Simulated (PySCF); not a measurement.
**Run report: CH8FO2PSi2, excited-state calculation**

The run: excited-state calculation of CH8FO2PSi2, SMILES CO[Si](O)(F)P[SiH3]. Method and program: TDDFT CAM-B3LYP/def2-SVPD, vertical, gas phase, core orbitals frozen in the response (PySCF 2.14.0).

The geometry comes from this level: PBE0-D3(BJ)/def2-SVP.

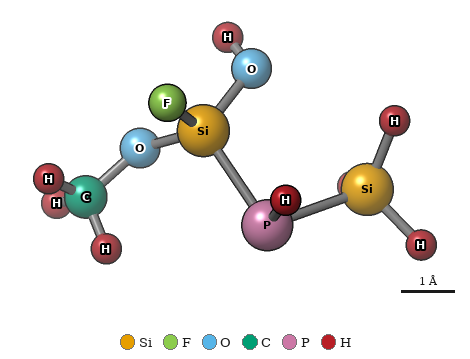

The structure as given in the input (ball-and-stick view, seen at a tilt).

## Key numbers

- outcome: converged
- total energy: −1213.148537 hartree
- HOMO: −8.89 eV
- LUMO: 0.61 eV
- dipole moment: 1.32 D
- mean polarisability: 98.86 a.u.
- vertical ionisation energy: 9.64 eV
- lowest singlet excitation: 6.21 eV
- hardware: 1 CPU thread, shared host
- wall time: 3 min
- peak memory: 1.2 GiB

## Input file
```
{"job": {"kind": "uv", "xc": "CAM-B3LYP", "basis": "def2-SVPD", "nstates": 6, "ntriplets": 2, "ip": true}, "charge": 0, "multiplicity": 1}
Si    -0.060357     0.028072     0.855385
F     -0.276941     1.093309     2.059542
O      1.532764    -0.376047     0.816263
C      2.594947     0.523576     0.622078
P     -0.744635     1.005567    -1.030404
Si    -2.082802    -0.689721    -1.723115
O     -0.886623    -1.361348     1.155737
H      2.440083     1.151135    -0.273601
H      3.521270    -0.052399     0.483134
H      2.724427     1.187437     1.493619
H     -1.774382     1.758847    -0.390738
H     -1.205896    -1.860358    -2.014218
H     -2.723225    -0.241484    -2.996864
H     -3.147110    -1.058497    -0.747951
H     -0.416403    -2.035643     1.658273
```

The first line tells a small driver script what to run in PySCF; the rest is the geometry in Å.

Launch command:
```bash
OMP_NUM_THREADS=1 python <driver script> task.json out
```

## Log
```
coarse grid: 14176 points
cycle   1  E = -1212.8107682689  dE =  5.416e-01  |g| = 9.605e-01  |ddm| = 4.974e+00
cycle   2  E = -1212.7235683089  dE =  8.720e-02  |g| = 1.226e+00  |ddm| = 2.427e+00
cycle   3  E = -1212.9845077407  dE = -2.609e-01  |g| = 5.516e-02  |ddm| = 1.110e+00
cycle   4  E = -1212.9851556920  dE = -6.480e-04  |g| = 2.736e-02  |ddm| = 1.340e-01
cycle   5  E = -1212.9853124426  dE = -1.568e-04  |g| = 1.132e-02  |ddm| = 5.109e-02
cycle   6  E = -1212.9853344948  dE = -2.205e-05  |g| = 2.630e-03  |ddm| = 1.375e-02
cycle   7  E = -1212.9853363263  dE = -1.832e-06  |g| = 4.506e-04  |ddm| = 5.440e-03
final grid: 123984 points
cycle   8  E = -1213.1485359620  dE = -1.969e-05  |g| = 2.346e-03  |ddm| = 4.078e-02
cycle   9  E = -1213.1485361608  dE = -1.988e-07  |g| = 2.332e-03  |ddm| = 6.576e-03
cycle  10  E = -1213.1485372116  dE = -1.051e-06  |g| = 2.914e-04  |ddm| = 2.275e-03
cycle  11  E = -1213.1485372244  dE = -1.276e-08  |g| = 1.465e-04  |ddm| = 3.990e-04
cycle  12  E = -1213.1485372289  dE = -4.554e-09  |g| = 2.104e-05  |ddm| = 2.112e-04
cycle  13  E = -1213.1485372290  dE = -9.959e-11  |g| = 1.147e-05  |ddm| = 3.093e-05
```

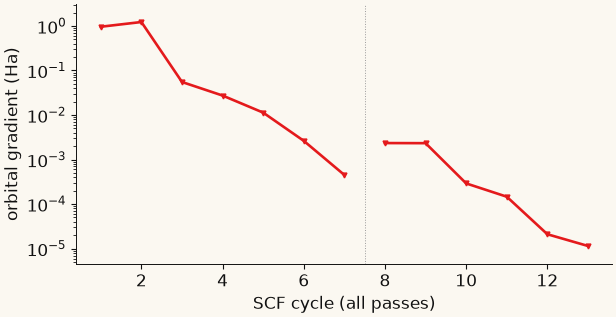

Convergence of the self-consistent field: orbital gradient against the SCF cycle. The dotted line marks the change from a coarse to the final integration grid. The first 7 cycles use a coarse grid, the final grid takes over at cycle 8, and the field converges after 13 cycles in all.

```
converged SCF energy = -1213.1485372290

Static polarisability (au): isotropic 98.863, principal 85.265 94.127 117.197

Singlet excitations
state   eV       nm        f      main configurations
  1   6.2142    199.5   0.02069   H->L 0.37, H->L+1 0.27, H->L+2 0.20
  2   6.6776    185.7   0.06956   H->L+1 0.55, H->L+2 0.24, H->L 0.10
  3   6.8524    180.9   0.04853   H->L 0.33, H->L+3 0.30, H->L+2 0.19
  4   7.4149    167.2   0.00290   H->L+5 0.62, H-1->L 0.08
  5   7.4687    166.0   0.06014   H->L+2 0.18, H->L+3 0.17, H-1->L 0.16
  6   7.6410    162.3   0.02933   H-1->L 0.25, H-1->L+2 0.24, H->L+5 0.19

Triplet excitations (Tamm-Dancoff, eV): 5.4879 5.8442
Vertical ionisation energy (delta-SCF) = 9.6392 eV
```

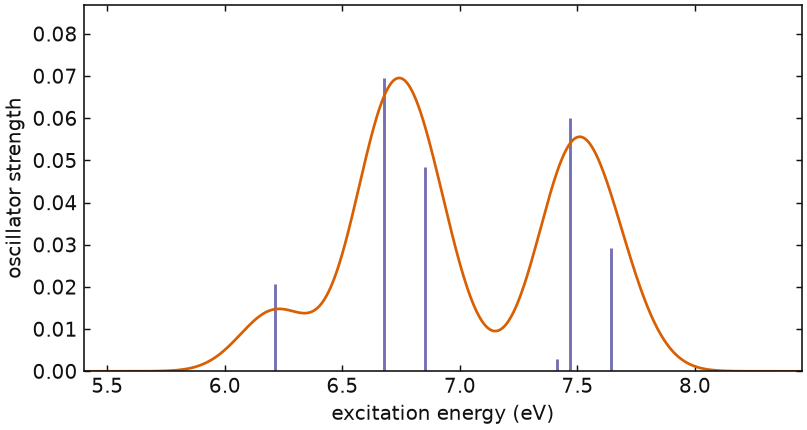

Computed excitations as sticks (degenerate states added up, dark ones marked on the axis), with a Gaussian envelope of 0.35 eV full width at half maximum, scaled to the tallest. Of the 6 states the lowest lies at 6.21 eV (f = 0.021); the strongest line is at 6.68 eV, or 186 nm (f = 0.070).

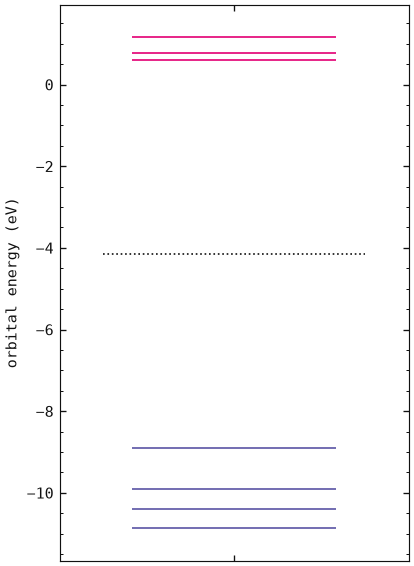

Orbital energies near the frontier; the dotted line parts filled from empty levels, and levels within 0.02 eV of each other stand side by side. Highest filled −8.89 eV, lowest empty 0.61 eV, 9.50 eV apart.
